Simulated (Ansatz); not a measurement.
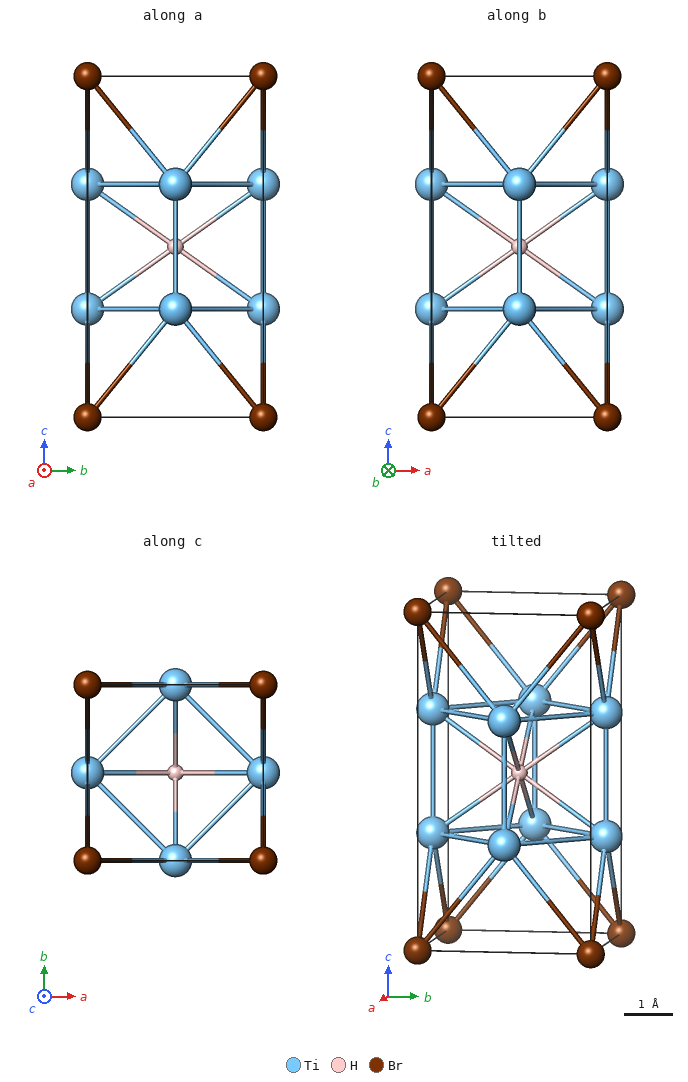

Drawn in the ball-and-stick manner and seen along the a axis, along the b axis, along the c axis and slightly off an axis. One conventional unit cell is framed, with atoms on its boundary repeated.

Lattice parameters: a = 3.717 Å, b = 3.717 Å, c = 7.212 Å, α = 90.00°, β = 90.00°, γ = 90.00°. Put a along x and b in the xy plane.

Set out the cell and atoms as a POSCAR file, with free fractional coordinates to two decimals.

Answer.
```
Ti H Br
1.0
     3.717    0.000    0.000
     0.000    3.717    0.000
     0.000    0.000    7.212
Ti H Br
4 1 1
Direct
  0.50 0.00 0.68
  0.00 0.50 0.32
  0.50 0.00 0.32
  0.00 0.50 0.68
  0.50 0.50 0.50
  0.00 0.00 0.00
```

The structure was taken from a structure type filled with these elements by a generator (whether the compound takes this form wasn't checked). What is shown is the relaxed result from Ansatz, DFT PBE, scalar-relativistic, plane waves, PAW.
